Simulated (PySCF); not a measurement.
# C5H9ClO: excited states, first hyperpolarisability

What do calculations give for the excited states, first hyperpolarisability of C5H9ClO (`CCC(=O)CCCl`)?

Computed with PySCF 2.14.0 and routines of our own; the level stands in each step. Atoms count from 0.

### Step 1. The starting structure

16 atoms, charge 0, multiplicity 1; geometry from: GFN2-xTB.

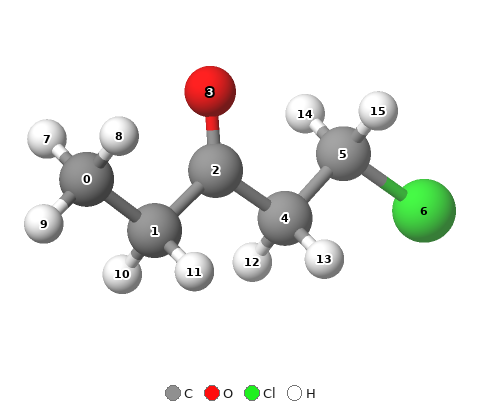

The starting geometry (carbon grey, oxygen red, chlorine green, hydrogen white).

### Step 2. Geometry optimisation at PBE0-D3(BJ)/def2-SVP

The job: settings as JSON, then the geometry in Å.

```
{"job": {"xc": "PBE0", "basis": "def2-SVP", "d3": "d3bj", "grid": 2, "kind": "geom"}, "charge": 0, "multiplicity": 1}
C     -2.576289     0.065409    -0.328595
C     -1.269223    -0.456062     0.254467
C     -0.062413     0.211328    -0.368910
O     -0.139646     1.051891    -1.225878
C      1.271217    -0.271497     0.181435
C      2.429980     0.443370    -0.492408
Cl     3.985188    -0.138928     0.156341
H     -2.605323    -0.113724    -1.400264
H     -2.658085     1.136773    -0.164441
H     -3.425956    -0.428717     0.135359
H     -1.183099    -1.533814     0.096544
H     -1.235984    -0.284155     1.332953
H      1.350411    -1.349294     0.023511
H      1.293823    -0.096203     1.259206
H      2.433457     0.255300    -1.565507
H      2.384344     1.517266    -0.314744
```

Started as:

```sh
$ OMP_NUM_THREADS=1 python excited_run.py task.json out
```

The driver reads the jobs from task.json and runs them one after another.

What it wrote:

```text
step   0  E = -730.57954819  max force = 0.014460
step   1  E = -730.58102468  max force = 0.002784
step   2  E = -730.58105018  max force = 0.001663
step   3  E = -730.58105693  max force = 0.001110
step   4  E = -730.58106793  max force = 0.000126
optimisation converged
```

It took 46 s on 1 thread of Arm Neoverse V1, shared host; peak memory 0.72 GiB.

The steps of the relaxation:

```csv
step,energy from step 0 (eV),largest force component (eV/Å)
0,0.0000,0.7436
1,-0.0402,0.1432
2,-0.0409,0.0855
3,-0.0411,0.0571
4,-0.0414,0.0065
```

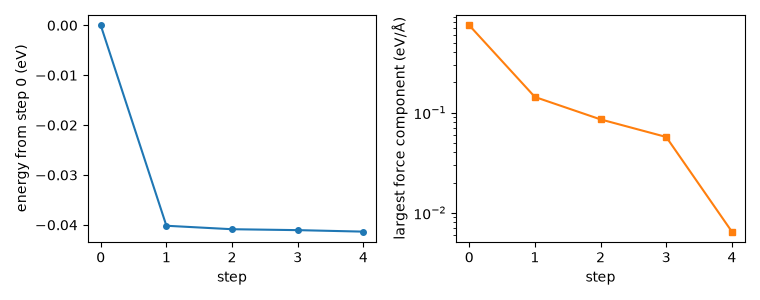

Energy and largest force along the relaxation.

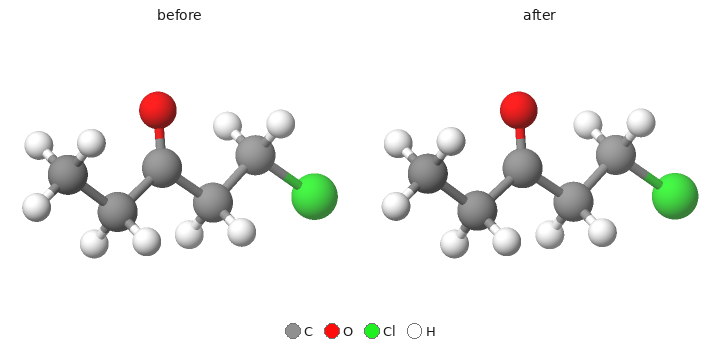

The geometry before (left) and after (right).

Close pairs (by a distance rule), those that changed most:

```
  bond  before (Å)  after (Å)  change (Å)
 C0–H9       1.087      1.099      +0.012
C1–H11       1.093      1.105      +0.012
 C0–H7       1.087      1.099      +0.012
 C0–H8       1.087      1.099      +0.012
C1–H10       1.093      1.105      +0.012
C4–H13       1.092      1.104      +0.011
C4–H12       1.092      1.104      +0.011
 C0–C1       1.523      1.515      -0.008
```

The end geometry stands in the next job.

```
                         at the end point                value
  point group (found at 0.08 Å tolerance)                   Cs
rotational constants (GHz, main isotopes)  8.079, 0.764, 0.710
                        dipole moment (D)                 2.53
```

### Step 3. Excited states: TDA CAM-B3LYP/def2-TZVP

The job: settings as JSON, then the geometry in Å.

```
{"job": {"kind": "states", "xc": "CAM-B3LYP", "basis": "def2-TZVP", "tda": true, "soc": true, "nstates": 6, "ntriplets": 5, "nquad": 4}, "charge": 0, "multiplicity": 1}
C     -2.180948     0.020044    -0.286913
C     -0.881582    -0.499746     0.293334
C      0.347768     0.145107    -0.306730
O      0.275168     0.993707    -1.164715
C      1.687702    -0.325312     0.221386
C      2.845228     0.380517    -0.445986
Cl     4.405870    -0.202195     0.200930
H     -2.223012    -0.152320    -1.371859
H     -2.274786     1.104142    -0.130465
H     -3.046107    -0.474420     0.177379
H     -0.783648    -1.592085     0.158179
H     -0.835351    -0.349224     1.387098
H      1.766325    -1.416995     0.080271
H      1.717519    -0.170865     1.313711
H      2.846702     0.206716    -1.529483
H      2.799090     1.464567    -0.282052
```

Level: TDA CAM-B3LYP/def2-TZVP excited states, vertical, gas phase, spin-orbit mean-field couplings.

What it wrote:

```text
coarse grid: 13720 points
cycle   1  E = -731.2242625516  dE =  8.977e-01  |g| = 8.736e-01  |ddm| = 2.873e+00
cycle   2  E = -730.9718588200  dE =  2.524e-01  |g| = 1.505e+00  |ddm| = 2.835e+00
cycle   3  E = -731.3785861886  dE = -4.067e-01  |g| = 1.009e-01  |ddm| = 2.070e+00
cycle   4  E = -731.3804224862  dE = -1.836e-03  |g| = 5.570e-02  |ddm| = 1.483e-01
cycle   5  E = -731.3810769344  dE = -6.544e-04  |g| = 1.025e-02  |ddm| = 5.203e-02
cycle   6  E = -731.3811013523  dE = -2.442e-05  |g| = 4.162e-03  |ddm| = 1.318e-02
cycle   7  E = -731.3811057528  dE = -4.400e-06  |g| = 1.157e-03  |ddm| = 7.369e-03
final grid: 127344 points
cycle   8  E = -731.3728620704  dE = -4.713e-05  |g| = 5.195e-03  |ddm| = 4.508e-02
cycle   9  E = -731.3728608096  dE =  1.261e-06  |g| = 5.794e-03  |ddm| = 7.412e-03
cycle  10  E = -731.3728675341  dE = -6.725e-06  |g| = 1.135e-03  |ddm| = 4.390e-03
cycle  11  E = -731.3728677324  dE = -1.983e-07  |g| = 3.096e-04  |ddm| = 9.891e-04
cycle  12  E = -731.3728677503  dE = -1.788e-08  |g| = 7.601e-05  |ddm| = 4.370e-04
cycle  13  E = -731.3728677517  dE = -1.366e-09  |g| = 1.808e-05  |ddm| = 1.068e-04
cycle  14  E = -731.3728677518  dE = -8.822e-11  |g| = 3.903e-06  |ddm| = 3.981e-05
converged SCF energy = -731.3728677518

Singlet excitations
state   eV       nm        f     d(h-e)  d(exc)  Lambda  PR(NTO)  |dmu|/D   mu/D   main configurations
  1   4.6057   269.2   0.00001   0.516   2.073   0.481   1.003    1.009    2.041   H->L 0.92
  2   7.1591   173.2   0.00556   0.971   3.329   0.342   1.083    2.318    2.606   H->L+1 0.93
  3   7.6165   162.8   0.00021   0.569   2.352   0.398   1.019    1.878    2.141   H-1->L+2 0.49, H-1->L+1 0.30, H-1->L+4 0.11
  4   7.6969   161.1   0.00495   0.372   2.587   0.385   1.483    1.208    1.806   H-2->L+2 0.28, H-2->L+1 0.25, H->L+2 0.22
  5   7.9267   156.4   0.00048   2.689   3.826   0.254   1.019                     H-2->L 0.80, H-6->L 0.08
  6   7.9837   155.3   0.00122   3.351   4.091   0.146   1.021                     H-1->L 0.95

Triplet excitations (Tamm-Dancoff)
state   eV     d(h-e)  d(exc)  Lambda  PR(NTO)   main configurations
  1   4.0052   0.516   2.044   0.478   1.004   H->L 0.91
  2   6.1294   0.499   1.926   0.583   1.009   H-4->L 0.50, H-3->L 0.27, H-8->L 0.14
  3   6.7442   0.157   2.519   0.394   1.154   H-2->L+2 0.31, H->L+1 0.27, H->L+2 0.11
  4   6.7563   0.479   2.182   0.405   1.008   H-1->L+2 0.51, H-1->L+1 0.23, H-1->L+4 0.14
  5   7.1387   0.908   3.104   0.350   1.435   H->L+1 0.67, H-2->L+1 0.10
S1 - T1 = 0.6005 eV

Spin-orbit couplings |<S|Hso|T>| (cm-1)
             T1       T2       T3       T4       T5
S0       57.961    2.280  213.686  230.673   88.612
S1        0.074   45.042    0.791    0.238    1.558
S2        0.370    0.157    7.532   88.002    9.092
S3        0.769    3.152  243.877    0.620  100.209
S4        4.907    0.468    5.130  240.130   15.297
S5        9.731   14.331   12.182    0.773    4.677
S6       23.952    0.093    3.951   21.619    3.117
T1 sublevels (cm-1): 0.000 0.003 0.220   radiative rates (1/s): 0.00861 0.502 202
```

Run time: 72 s. Hardware: 1 thread of Arm Neoverse V1, shared host; peak memory 1.1 GiB.

From this job:

```csv
quantity,value
S1 less T1,0.60 eV
```

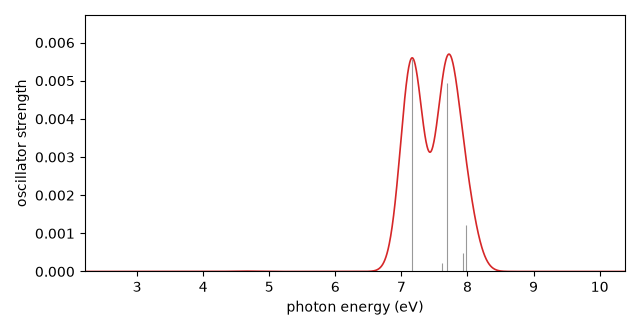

Absorption lines of the singlets. Lines are broadened to a width of 0.40 eV (Gaussian).

The fields below are evaluated on a grid from the run's orbitals.

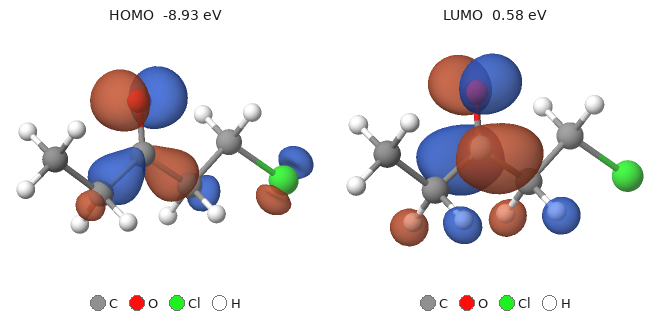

CAM-B3LYP/def2-TZVP orbitals near the gap, drawn at the value that encloses 70 % of each; the two colours are the two signs.

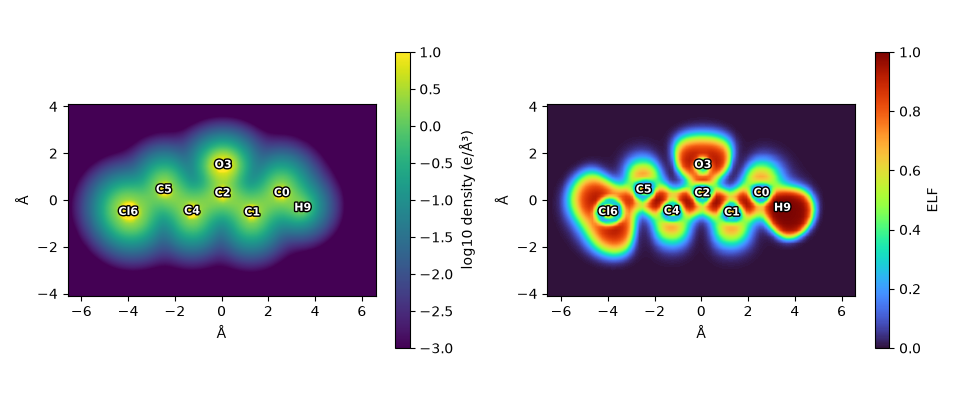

Density (left) and ELF (right) in a plane through or near 8 of the atoms.

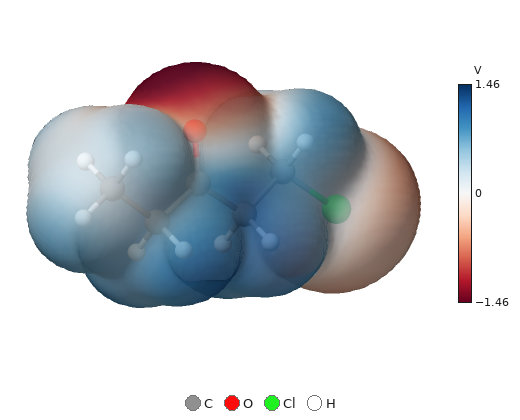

Electrostatic potential on the surface of density 0.002 e/bohr³; red is low, blue high. It runs from -1.46 V near O3 to 1.22 V near H13.

### Step 4. Excited states: TDDFT CAM-B3LYP/aug-cc-pVDZ

Settings changed since step 3:

```diff
@@ -1,2 +1,2 @@
-{"job": {"kind": "states", "xc": "CAM-B3LYP", "basis": "def2-TZVP", "tda": true, "soc": true, "nstates": 6, "ntriplets": 5, "nquad": 4}, "charge": 0, "multiplicity": 1}
+{"job": {"kind": "states", "xc": "CAM-B3LYP", "basis": "aug-cc-pVDZ", "tpa": true, "nstates": 8, "nquad": 6, "ntriplets": 0}, "charge": 0, "multiplicity": 1}
 C     -2.180948     0.020044    -0.286913
```

Level: TDDFT CAM-B3LYP/aug-cc-pVDZ excited states, vertical, gas phase, two-photon moments by quadratic response.

What it wrote:

```text
coarse grid: 13720 points
cycle   1  E = -731.1169845131  dE =  9.459e-01  |g| = 8.282e-01  |ddm| = 1.060e+01
cycle   2  E = -730.8801019222  dE =  2.369e-01  |g| = 1.429e+00  |ddm| = 3.552e+00
cycle   3  E = -731.2652727329  dE = -3.852e-01  |g| = 9.284e-02  |ddm| = 2.106e+00
cycle   4  E = -731.2669989490  dE = -1.726e-03  |g| = 4.817e-02  |ddm| = 3.692e-01
cycle   5  E = -731.2675436097  dE = -5.447e-04  |g| = 9.757e-03  |ddm| = 1.243e-01
cycle   6  E = -731.2675675335  dE = -2.392e-05  |g| = 3.474e-03  |ddm| = 3.498e-02
cycle   7  E = -731.2675708024  dE = -3.269e-06  |g| = 1.029e-03  |ddm| = 1.171e-02
final grid: 127344 points
cycle   8  E = -731.2883497672  dE = -2.215e-05  |g| = 4.029e-03  |ddm| = 2.099e-01
cycle   9  E = -731.2883492842  dE =  4.829e-07  |g| = 4.466e-03  |ddm| = 3.348e-02
cycle  10  E = -731.2883537766  dE = -4.492e-06  |g| = 8.420e-04  |ddm| = 9.719e-03
cycle  11  E = -731.2883539026  dE = -1.260e-07  |g| = 1.694e-04  |ddm| = 1.543e-03
cycle  12  E = -731.2883539086  dE = -5.999e-09  |g| = 5.937e-05  |ddm| = 7.480e-04
cycle  13  E = -731.2883539095  dE = -9.277e-10  |g| = 9.468e-06  |ddm| = 1.637e-04
converged SCF energy = -731.2883539095

Singlet excitations
state   eV       nm        f     d(h-e)  d(exc)  Lambda  PR(NTO)  |dmu|/D   mu/D   delta(TPA)   sigma/GM   main configurations
  1   4.5461   272.7   0.00002   0.519   2.111   0.377   1.005    1.038    2.115        0.02      0.000   H->L+1 0.64, H->L+4 0.27
  2   6.4624   191.9   0.00935   0.906   3.902   0.199   1.020    2.026    1.332        3.27      0.050   H->L 0.80
  3   7.3234   169.3   0.00086   0.795   4.393   0.290   1.089    1.607    1.837       37.79      0.743   H->L+4 0.42, H->L+3 0.21, H->L+1 0.19
  4   7.3240   169.3   0.00161   0.796   4.392   0.233   1.144    1.689    2.307       53.24      1.046   H->L+3 0.45, H->L+4 0.20, H->L+1 0.09
  5   7.3835   167.9   0.00003   0.620   2.929   0.257   1.026    1.770    2.085        2.76      0.055   H-1->L+9 0.30, H-1->L+6 0.21, H-1->L 0.19
  6   7.4087   167.3   0.00474   0.722   3.630   0.230   1.702    2.816    2.212       15.90      0.320   H->L+3 0.19, H->L+9 0.15, H-2->L+9 0.12
  7   7.4979   165.4   0.01675   0.580   4.474   0.188   1.329                                            H->L+2 0.58, H-2->L+6 0.10
  8   7.6337   162.4   0.02676   0.262   3.587   0.200   1.011                                            H-1->L+2 0.32, H-1->L 0.25, H-1->L+6 0.18
```

It took 73 s on 1 thread of Arm Neoverse V1, shared host; peak memory 1 GiB.

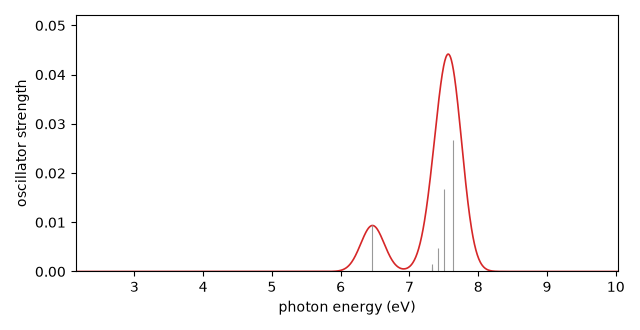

Absorption lines of the singlets. Lines are broadened to a width of 0.40 eV (Gaussian).

### Step 5. First hyperpolarisability: quadratic response CAM-B3LYP/aug-cc-pVDZ

Settings changed since step 4:

```diff
@@ -1,2 +1,2 @@
-{"job": {"kind": "states", "xc": "CAM-B3LYP", "basis": "aug-cc-pVDZ", "tpa": true, "nstates": 8, "nquad": 6, "ntriplets": 0}, "charge": 0, "multiplicity": 1}
+{"job": {"kind": "beta", "xc": "CAM-B3LYP", "basis": "aug-cc-pVDZ"}, "charge": 0, "multiplicity": 1}
 C     -2.180948     0.020044    -0.286913
```

With the program's defaults for keys left out, this is: quadratic response CAM-B3LYP/aug-cc-pVDZ first hyperpolarisability, Taylor convention, gas phase.

What it wrote:

```text
coarse grid: 13720 points
cycle   1  E = -731.1169845131  dE =  9.459e-01  |g| = 8.282e-01  |ddm| = 1.060e+01
cycle   2  E = -730.8801019222  dE =  2.369e-01  |g| = 1.429e+00  |ddm| = 3.552e+00
cycle   3  E = -731.2652727329  dE = -3.852e-01  |g| = 9.284e-02  |ddm| = 2.106e+00
cycle   4  E = -731.2669989490  dE = -1.726e-03  |g| = 4.817e-02  |ddm| = 3.692e-01
cycle   5  E = -731.2675436097  dE = -5.447e-04  |g| = 9.757e-03  |ddm| = 1.243e-01
cycle   6  E = -731.2675675335  dE = -2.392e-05  |g| = 3.474e-03  |ddm| = 3.498e-02
cycle   7  E = -731.2675708024  dE = -3.269e-06  |g| = 1.029e-03  |ddm| = 1.171e-02
final grid: 127344 points
cycle   8  E = -731.2883497672  dE = -2.215e-05  |g| = 4.029e-03  |ddm| = 2.099e-01
cycle   9  E = -731.2883492842  dE =  4.829e-07  |g| = 4.466e-03  |ddm| = 3.348e-02
cycle  10  E = -731.2883537766  dE = -4.492e-06  |g| = 8.420e-04  |ddm| = 9.719e-03
cycle  11  E = -731.2883539026  dE = -1.260e-07  |g| = 1.694e-04  |ddm| = 1.543e-03
cycle  12  E = -731.2883539086  dE = -5.999e-09  |g| = 5.937e-05  |ddm| = 7.480e-04
cycle  13  E = -731.2883539095  dE = -9.277e-10  |g| = 9.468e-06  |ddm| = 1.637e-04
converged SCF energy = -731.2883539095

Lowest singlets (eV, f): 4.5461 0.0000  6.4624 0.0094  7.3234 0.0009

First hyperpolarisability (au)
process     nm      |vector|   parallel      HRS      DR
static         -       72.62     -20.49      30.08   4.991
shg       1907.0       74.84     -20.69      31.09   4.934
eope      1907.0       73.35     -20.56          -       -
shg       1064.0       80.16      -21.1      33.53   4.804
eope      1064.0       75.00     -20.71          -       -
```

It took 60 s on 1 thread of Arm Neoverse V1, shared host; peak memory 0.99 GiB.

### Step 6. Summary of results

| quantity | value |
| --- | --- |
| point group | Cs |
| rotational constants (main isotopes) | 8.08, 0.76, 0.71 GHz |
| S1 less T1 (step 3, TDA CAM-B3LYP/def2-TZVP) | 0.60 eV |
| surface potential, least and greatest | -1.46 V and 1.22 V |
| β vector (step 5, quadratic response CAM-B3LYP/aug-cc-pVDZ) | static 73, SHG 1907.0 nm 75, SHG 1064.0 nm 80 au |

**Reading.** Over 4 steps the energy fell by 0.041 eV; of the close pairs, C0–H9 changed most, 1.087 to 1.099 Å. In step 3, the number of triplets below S1 is 1, and the largest singlet-triplet spin-orbit coupling is S3–T3, 243.88 cm⁻¹. In step 4 some excited states are degenerate or nearly so. β grows from 73 au (static) to 80 au for doubling at 1064.0 nm: normal dispersion, which grows as twice the photon energy moves toward the bright states.
